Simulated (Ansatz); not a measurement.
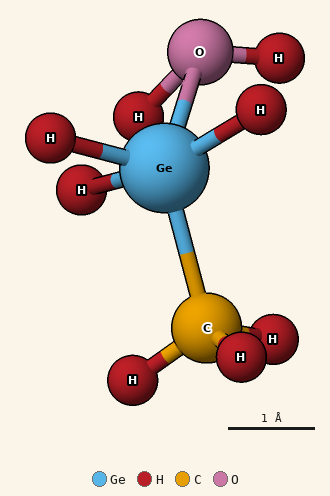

**Figure 1.** The input geometry (ball-and-stick view, seen at an oblique angle). Sticks mark near contacts. Bond lengths as drawn: C–Ge 1.94 Å, C–H 1.10 Å, Ge–H 1.54 to 1.93 Å, Ge–O 2.02 Å and H–O 0.98 to 1.16 Å.

**Frequency calculation, with input and output: CH8GeO**

The run: frequency calculation of CH8GeO. Method and program: RKS LDA/def2-mTZVP (Ansatz 0.2.0).

It belongs to a series of runs on one base structure; here: vibrations at the highest image of the band.

Log
```
Engine: ansatz 0.2.0, aarch64-unknown-linux-gnu
Functional definition: SPW92
  exchange = slater_x
  correlation = pw_c
1031 factors; their error is unknown
mean field evaluation 1: about -59605.4237 eV, gradient 8.8e1 eV
mean field evaluation 2: about -59562.9421 eV, gradient 1.6e2 eV
mean field evaluation 4: about -59618.8898 eV, gradient 1.4e1 eV
mean field evaluation 8: about -59619.3298 eV, gradient 1.9e-1 eV
mean field evaluation 16: about -59619.2882 eV, gradient 3.0e-4 eV
mean field -59619.28823365 eV, -2190.9684311818 hartree, gradient 1.8e-5 eV, S^2 0.000000; 0 other end points of the search recorded, 0 dependent functions left out
the calculation of the forces begins
reference -59619.28827195 eV, -2190.9684325891 hartree; 27, 27 occupied and 76, 76 virtual orbitals, 1031 factors
these checks for a lower state are left out or cut short: stability, starts, cluster_reference, orbital_swaps, neighbouring_geometries, increment
1031 factors; their error is unknown
mean field -59619.28813308 eV, -2190.9684274859 hartree, gradient 2.1e-6 eV, S^2 0.000000; 0 other end points of the search recorded, 0 dependent functions left out
[... from here on the field's lines of each further geometry are left out, up to the last ...]
the calculation of the forces begins
reference -59619.28821134 eV, -2190.9684303618 hartree; 27, 27 occupied and 76, 76 virtual orbitals, 1031 factors
these checks for a lower state are left out or cut short: stability, starts, cluster_reference, orbital_swaps, neighbouring_geometries, increment
1031 factors; their error is unknown
mean field evaluation 416: about -59619.2882 eV, gradient 3.6e-5 eV
mean field -59619.28823860 eV, -2190.9684313636 hartree, gradient 2.3e-6 eV, S^2 0.000000; 0 other end points of the search recorded, 0 dependent functions left out
the calculation of the forces begins
reference -59619.28827688 eV, -2190.9684327705 hartree; 27, 27 occupied and 76, 76 virtual orbitals, 1031 factors
WARN: phonons: modes at or below zero, which the zero-point energy, F, S and C_V leave out: 1, the lowest at -1077.30 cm⁻¹. A minimum has none, and a first-order saddle one
Total energy: -59619.28827195 eV, -2190.9684325891 hartree
Atom 0 at    -0.262794     0.358761    -0.377258 Å, force    -0.009855     0.013092    -0.000512 eV/Å
Atom 1 at    -0.025752     0.677125     1.514953 Å, force     0.022615    -0.012963     0.003129 eV/Å
Atom 2 at     1.601053    -0.182411    -0.423707 Å, force    -0.003575    -0.000672     0.009858 eV/Å
Atom 3 at     1.706780    -1.185214     0.018495 Å, force     0.000347    -0.000460    -0.001326 eV/Å
Atom 4 at     1.955931    -0.229589    -1.465385 Å, force    -0.002256     0.001536     0.001118 eV/Å
Atom 5 at     2.220272     0.513335     0.159050 Å, force    -0.000988     0.000045    -0.001171 eV/Å
Atom 6 at    -0.579093     1.854913    -0.552851 Å, force     0.001373     0.001659    -0.011574 eV/Å
Atom 7 at    -0.945462    -0.389963    -1.574563 Å, force     0.004759     0.002162    -0.001319 eV/Å
Atom 8 at    -1.655647    -0.516189     0.801255 Å, force     0.021870    -0.022872     0.024589 eV/Å
Atom 9 at    -1.604963    -1.498311     0.781847 Å, force    -0.011294    -0.003751    -0.009658 eV/Å
Atom 10 at    -0.896626    -0.032157     1.539966 Å, force    -0.022997     0.022224    -0.013134 eV/Å
Dipole moment:     0.163133    -0.351079    -0.076500 e Å
Vibrations: -1077.30 85.83 149.48 321.67 400.49 480.77 541.93 598.36 630.20 777.51 804.22 821.76 857.66 875.63 899.35 1227.91 1331.73 1400.01 1411.32 1529.29 1734.21 1979.54 2104.91 2969.43 3054.58 3079.03 3624.99 cm⁻¹, zero-point energy 2.088626 eV
```

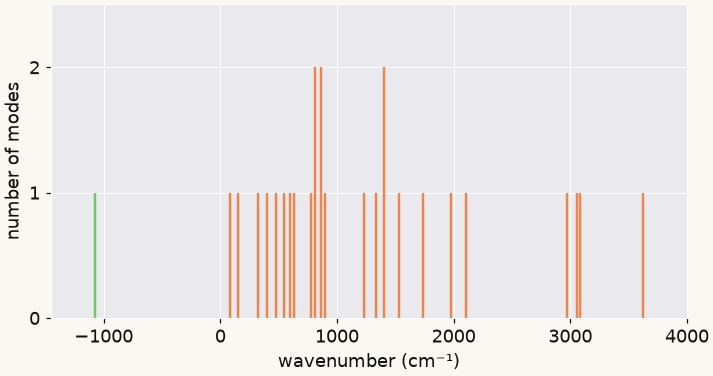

**Figure 2.** Harmonic vibrational wavenumbers from the force constants; neighbouring modes closer than 21 cm⁻¹ are counted in one stick, and imaginary ones are drawn at negative wavenumbers. 27 modes from 1077i to 3625 cm⁻¹, 1 imaginary beyond 8i (1077i cm⁻¹): a first-order saddle point, if the geometry is stationary.

This output came from the following input.

The input
```yaml
crystal:
  periodic: [false, false, false]
  atoms:
    - { symbol: Ge, position_ang: [-0.262794, 0.358761, -0.377258] }
    - { symbol: H, position_ang: [-0.025752, 0.677125, 1.514953] }
    - { symbol: C, position_ang: [1.601053, -0.182411, -0.423707] }
    - { symbol: H, position_ang: [1.70678, -1.185214, 0.018495] }
    - { symbol: H, position_ang: [1.955931, -0.229589, -1.465385] }
    - { symbol: H, position_ang: [2.220272, 0.513335, 0.15905] }
    - { symbol: H, position_ang: [-0.579093, 1.854913, -0.552851] }
    - { symbol: H, position_ang: [-0.945462, -0.389963, -1.574563] }
    - { symbol: O, position_ang: [-1.655647, -0.516189, 0.801255] }
    - { symbol: H, position_ang: [-1.604963, -1.498311, 0.781847] }
    - { symbol: H, position_ang: [-0.896626, -0.032157, 1.539966] }
basis:
  gaussian: { orbitals: def2-mTZVP }
hamiltonian:
  xc: lda
phonons: {}
```

Command:
```bash
ansatz run input.yaml --threads 2 --pin off --max-ram 3072MiB --backend cpu --events-out ev --progress --plain --runs-dir out
```

Results in brief

```json
{"quantity": "outcome", "value": "converged"}
{"quantity": "total energy", "value": "−59619.2883 eV"}
{"quantity": "mean-field energy", "value": "−59619.2883 eV"}
{"quantity": "largest force (length of the vector)", "value": "0.040 eV/Å"}
{"quantity": "hardware", "value": "2 threads of Arm Neoverse V1, 24 GiB of memory available, shared host"}
{"quantity": "wall time", "value": "55 s (CPU time 1.7 min)"}
{"quantity": "peak memory", "value": "0.13 GiB"}
```
